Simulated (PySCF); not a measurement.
**C3H9N3Si2: density, localisation and related maps**

```xyz
17

N     3.7886    1.3725   -1.7414
C     2.6634    1.2916   -1.5208
C     1.3003    1.1590   -1.2203
C     0.7656    1.9519   -0.0223
Si    0.7773    0.0916    0.2947
Si   -1.1358   -1.1468    0.0888
N    -2.4444   -0.1983    0.6815
N    -0.8137   -2.5179    1.0930
H     0.6737    1.1489   -2.1047
H    -0.1623    2.4754   -0.2081
H     1.4943    2.5917    0.4569
H     1.9748   -0.2834    1.0519
H    -1.5694   -1.4822   -1.2780
H    -2.3508    0.2878    1.5579
H    -3.3890   -0.5312    0.5783
H    -1.5807   -3.1144    1.3607
H     0.0010   -3.0841    0.9219
```

Geometry: GFN2-xTB.

All numbers below come from PBE0/pcSseg-1, SCF density, gas phase, non-relativistic (PySCF 2.14.0).

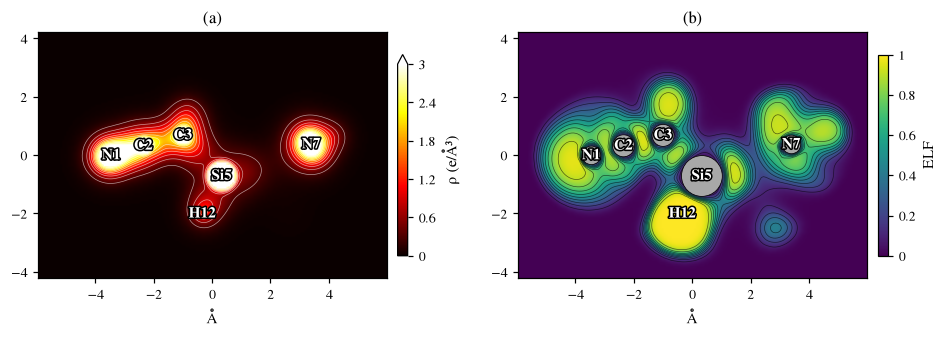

Figure 1. (a) electron density; (b) ELF on the plane of atoms C2, C3 and Si5. Grey discs cover the atomic cores in the ELF map.

Q: Interpret the plot.

A:
- Atoms in the plane: N, C, Si and H.
- C–N (1.15 Å): ρ is about 3.5 e/Å³ halfway; the ELF peaks at about 0.85 between the atoms (a short, multiple covalent bond).
- C–C (1.40 Å): ρ at the midpoint is about 2 e/Å³; the ELF peaks at about 0.95 between the atoms: a covalent bond.
- The ELF also peaks beside N1 and N7, away from the bonds: lone-pair regions.

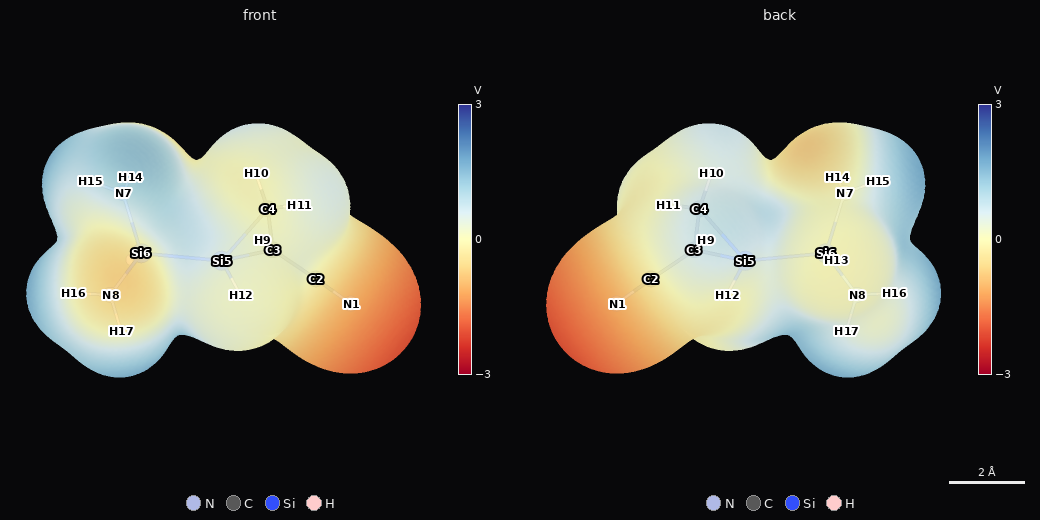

Figure 2. The molecular electrostatic potential painted on the density surface at 0.001 e/bohr³, seen from the front and from behind; red is negative and blue positive.

Q: Describe the electrostatic potential map.

A: The most negative region (about −2.0 V) lies over N1, the most positive (about +1.6 V) over H15, H16 and H17. N1 is the likeliest acceptor of a hydrogen bond.
